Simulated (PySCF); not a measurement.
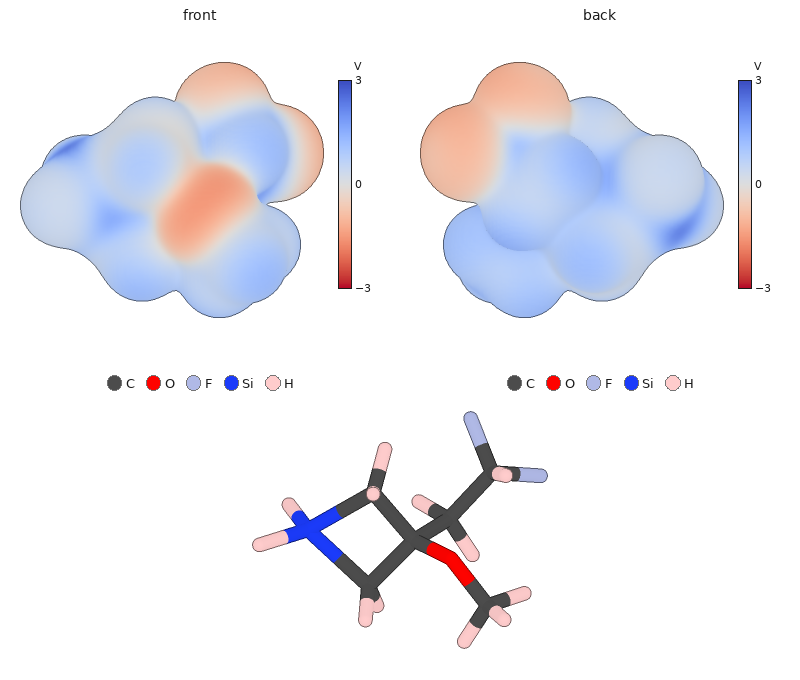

C6H12F2OSi (SMILES COC1(CC(F)F)C[SiH2]C1). The electrostatic potential painted on the density surface at 0.004 e/bohr³, seen from the front and from behind; red is negative and blue positive. The bare structure is drawn below in the same view.

Geometry: GFN2-xTB.

Method: PySCF 2.14.0, PBE0/pcSseg-1, SCF density, gas phase, non-relativistic.

Input file:

```
{"job": {"kind": "nmr", "xc": "PBE0", "basis": "pcSseg-1"}, "charge": 0, "multiplicity": 1}
C     -1.499300     1.391444    -1.362768
O     -0.703818     1.321203    -0.202265
C      0.183999     0.222432    -0.105056
C     -0.567090    -1.117027    -0.071152
C     -1.628639    -1.135712     1.017994
F     -2.701000    -1.882569     0.642565
F     -1.166848    -1.712529     2.156853
C      1.296183     0.191384    -1.184036
Si     2.636216    -0.011035     0.163096
C      1.060368     0.410388     1.152338
H     -2.321063     0.666690    -1.341918
H     -0.907909     1.234851    -2.270216
H     -1.916151     2.397386    -1.378234
H      0.144166    -1.924968     0.103044
H     -1.063613    -1.295350    -1.027276
H     -1.993574    -0.130105     1.275624
H      1.355714     1.152418    -1.691411
H      1.163873    -0.579281    -1.939853
H      3.118719    -1.382445     0.323950
H      3.721552     0.965512     0.168866
H      0.770131    -0.210893     1.993687
H      1.007674     1.447590     1.474632
```

Launched as:

```sh
OMP_NUM_THREADS=1 python probes_run.py task.json out
```

> Which sites attract a positive test charge, and which a negative one?

A positive charge is drawn to the negative regions and a negative charge to the positive ones. The most negative region (about −1.5 V, or −35 kcal/mol for a unit charge) lies over O2, the most positive (about +2.0 V, or +46 kcal/mol for a unit charge) over Si9. O2 is the likeliest acceptor of a hydrogen bond.

> What dipole moment does the calculation give?

Its dipole moment is 2.70 D.
